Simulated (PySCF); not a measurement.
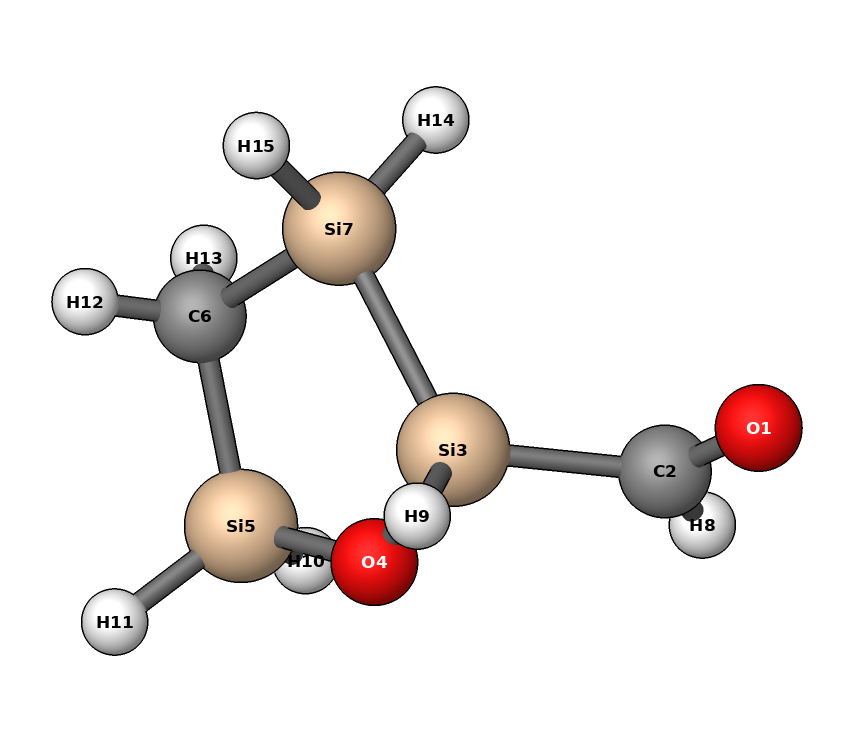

The computed structure is the end point of a GFN2-xTB optimisation. No frequency run is at hand to confirm it as a minimum. Properties computed with GIAO PBE0/pcSseg-1 NMR shielding, non-relativistic, gas phase (PySCF 2.14.0). Principal shieldings σ11 ≤ σ22 ≤ σ33, span Ω = σ33 − σ11, skew κ = 3(σiso − σ22)/Ω.

Question. Which O atom has the most anisotropic shielding?

Answer. O1, with a span of 2156 ppm.

Give the shielding tensors of the O atoms.

| atom | σ11 | σ22 | σ33 | σiso | Ω | κ |
| --- | --- | --- | --- | --- | --- | --- |
| O1 | −1742.8 | −560.4 | 413.6 | −629.9 | 2156.4 | −0.10 |
| O4 | 178.1 | 315.9 | 358.9 | 284.3 | 180.8 | −0.52 |

Shieldings and span in ppm.

The geometry is semi-empirical. Around Si such bond lengths and angles can be off by a tenth of an ångström or more and by several degrees, and values that hang on the shape move with them.
